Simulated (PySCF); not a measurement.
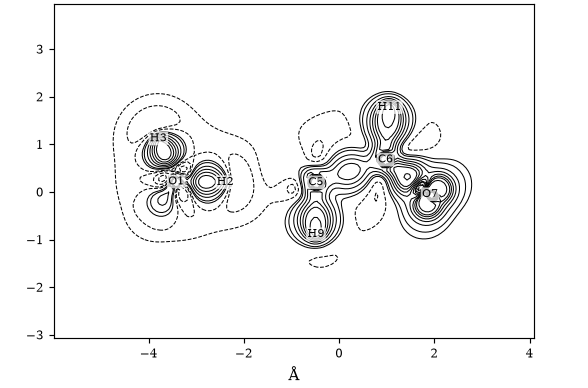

*C₂H₇O₂, charge +1, SMILES `[OH3+].CC=O`. Deformation density (molecule less spherical, spin-averaged free atoms) in a plane through 8 of the atoms; contours at ±0.05 to ±0.8 e/Å³; solid lines: gain, dashed lines: loss.*

Level of theory: B3LYP/cc-pVTZ (PySCF), at an unrelaxed start geometry of a pair search.

**Describe the bonding that the map shows.**

C6–H11: +0.84 e/Å³ at the bond critical point (bond length 1.10 Å, Mayer order 0.9). C5–H9: +0.78 e/Å³ at the bond critical point (bond length 1.09 Å, Mayer order 0.9). O1–H3: +0.72 e/Å³ at the bond critical point (bond length 0.98 Å, Mayer order 0.9). C6–O7: +0.71 e/Å³ at the bond critical point (bond length 1.19 Å, Mayer order 2.3). O1–H2: +0.50 e/Å³ at the bond critical point (bond length 1.03 Å, Mayer order 0.8). C5–C6: +0.48 e/Å³ at the bond critical point (bond length 1.54 Å, Mayer order 0.8). H2–C5: −0.09 e/Å³ at the bond critical point (bond length 1.91 Å, Mayer order 0.1). In all, 2.0 electrons gather in the regions of gain relative to the promolecule of neutral atoms (the regions of loss give up this much and the cation's charge besides). A small or negative value marks a very polar bond, one between electron-rich atoms, whose free-atom densities already overlap strongly, a long bond to a heavier atom, or a closed-shell contact such as a hydrogen bond.

**Where do the Hirshfeld charges lie?**

The highest Hirshfeld charge is on H4 (+0.30 e), the lowest on O7 (−0.16 e).

```tsv
atom	charge (e)
O1	+0.01
H2	+0.21
H3	+0.30
H4	+0.30
C5	−0.10
C6	+0.17
O7	−0.16
H8	+0.07
H9	+0.07
H10	+0.07
H11	+0.07
```

Cost of the run: 28 s on 1 thread of Arm Neoverse V2, on a shared host, peak memory 0.78 GiB.
